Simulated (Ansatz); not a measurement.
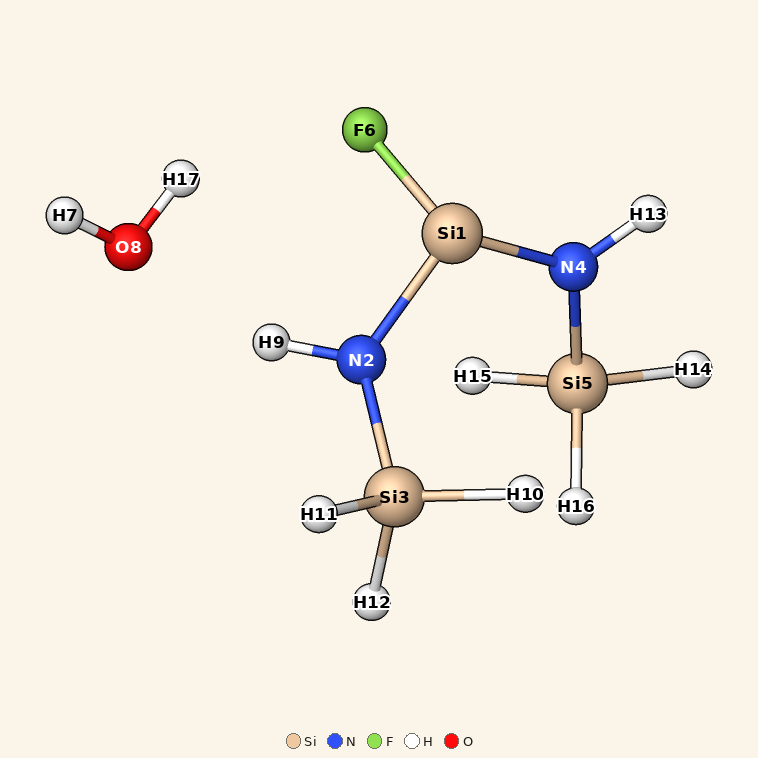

State: neutral, doublet. Harmonic vibrations computed with UKS PBE0-D4/def2-TZVP (Ansatz 0.2.0) at a stationary point of the same level.

> Is this a minimum or a saddle point?

A minimum: no imaginary frequency, and the lowest mode lies at 30 cm⁻¹.

> List the wavenumbers.

45 modes: 30, 62, 80, 92, 108, 121, 135, 138, 166, 183, 249, 258, 309, 359, 419, 441, 602, 624, 644, 711, 724, 767, 802, 820, 921, 935, 940, 955, 959, 966, 985, 1013, 1173, 1272, 1633, 2210, 2221, 2225, 2227, 2235, 2238, 3418, 3632, 3811, 3934 cm⁻¹.
